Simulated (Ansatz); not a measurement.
## Electronic structure of Al₂Ga (doublet) in real space

Input file:

```
crystal:
  periodic: [false, false, false]
  atoms:
    - {symbol: Al, position_ang: [1.182177, -0.879177, 0.002364]}
    - {symbol: Al, position_ang: [-0.834283, 0.161435, 1.203106]}
    - {symbol: Ga, position_ang: [-0.347894, 0.717752, -1.205470]}
basis:
  gaussian: {orbitals: def2-TZVP, initial_orbitals: start.molden}
magnetization: {spin_polarized: true, initial_magnetization: 1}
hamiltonian: {xc: pbe0, dispersion: d4}
output: {forces: true, orbitals: {seedname: orbitals}}
```

Command:

```sh
ansatz run in.yaml --threads 2 --pin off --events-out ev --progress --plain --max-ram 4352MiB
```

Geometry: B3LYP-D4/def2-TZVP.

Computed with UKS PBE0-D4/def2-TZVP in Ansatz 0.2.0.

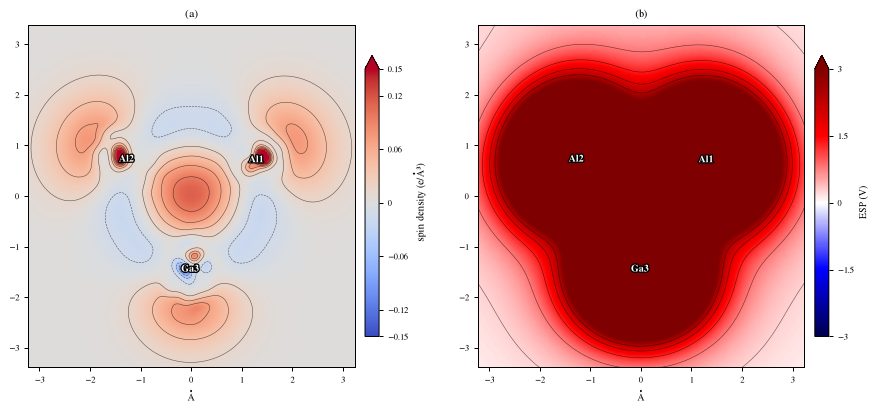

Figure 1. (a) spin density; (b) molecular electrostatic potential on the molecular plane.

Question: Describe what can be read from this map.

Answer:
- Atoms in the plane: Al and Ga.
- The unpaired spin (1 electron) lies mostly on Al1 (about 0.3), Al2 (about 0.3) and Ga3 (about 0.3), in electrons by Hirshfeld's partition.
- The potential has no marked negative region in this plane.

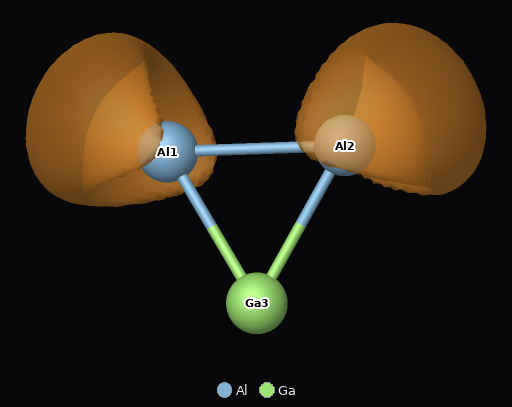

Figure 2. Isosurface of the electron localisation function at 0.85 (orange), seen at a tilt. Core shells and regions of very low density are left out.

Question: Identify the bonds, lone pairs and shells in this picture.

Answer: At this value the surface marks out two lobes on Al, pointing away from the bonds (non-bonding electrons). Along the contacts the grid gives the following. Al–Ga (2.52 Å): the ELF reaches about 0.55 near the midpoint. Al–Al (2.57 Å): the ELF peaks at about 0.65 between the atoms.

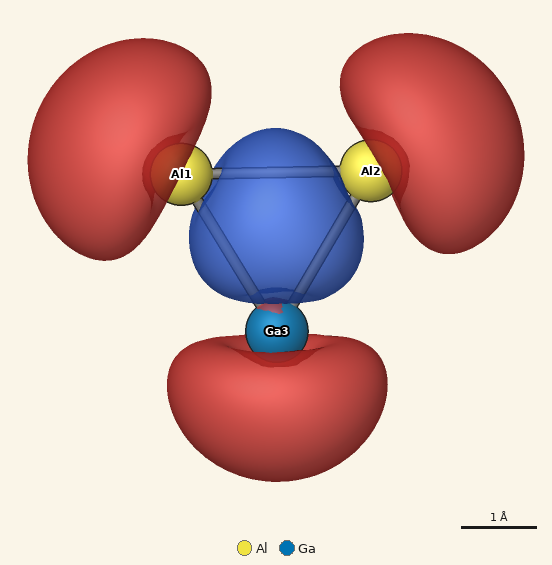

Figure 3. The HOMO−1 (α) at ±0.08 Å⁻³ᐟ² (blue and red are the two phases), seen at a tilt.

Question: Where does this orbital lie, and at what energy?

Answer: Its weight (Hirshfeld) is mainly on Al1 (about 35 %), Al2 (about 35 %) and Ga3 (about 30 %); it is symmetric in the molecular plane (an in-plane orbital: σ, lone-pair or in-plane π type). Its energy is −5.21 eV.
